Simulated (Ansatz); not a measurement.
Input

```
crystal:
  periodic: [false, false, false]
  atoms:
    - { symbol: Si, position_ang: [-0.005448, 0.028829, -1.071894] }
    - { symbol: C, position_ang: [1.295031, -0.067673, 1.718289] }
    - { symbol: H, position_ang: [0.435697, -0.740357, 1.686405] }
    - { symbol: H, position_ang: [1.9301, -0.323591, 2.576116] }
    - { symbol: H, position_ang: [0.953576, 0.968856, 1.808266] }
    - { symbol: H, position_ang: [1.88437, -0.175472, 0.79358] }
    - { symbol: "N", position_ang: [-0.847939, 1.470465, -0.650641] }
    - { symbol: H, position_ang: [-1.664772, 1.522724, -0.049853] }
    - { symbol: H, position_ang: [-0.550742, 2.380855, -0.983578] }
    - { symbol: F, position_ang: [-0.971974, -1.041136, -0.293191] }
basis:
  gaussian: { orbitals: "6-31G*" }
hamiltonian:
  xc: b3lyp
  dispersion: d4
relax:
  f_tol: 0.03
  max_steps: 50
output:
  orbitals: {}
```

Command:

```sh
ansatz run input.yaml --threads 1 --pin off --max-ram 2048MiB --backend cpu --events-out ev --progress --plain --runs-dir out
```

The fields are those of the run's last geometry, not of the input's.

The calculation used Ansatz 0.2.0, RKS B3LYP-D4/6-31G*.

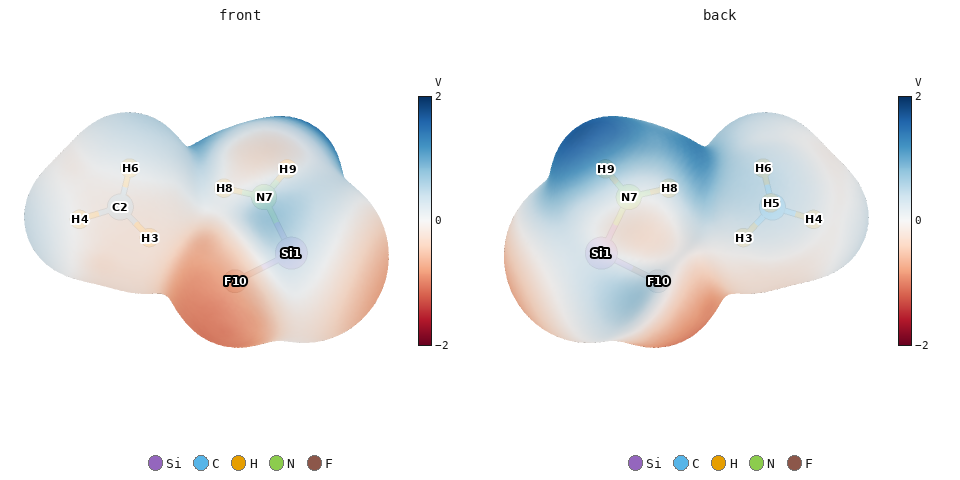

FH₂NSi···CH₄. The electrostatic potential painted on the density surface at 0.001 e/bohr³, seen from the front and from behind; red is negative and blue positive.

> Describe the electrostatic potential map.

The most negative region (about −1.0 V) lies over F10, the most positive (about +1.6 V) over H9.
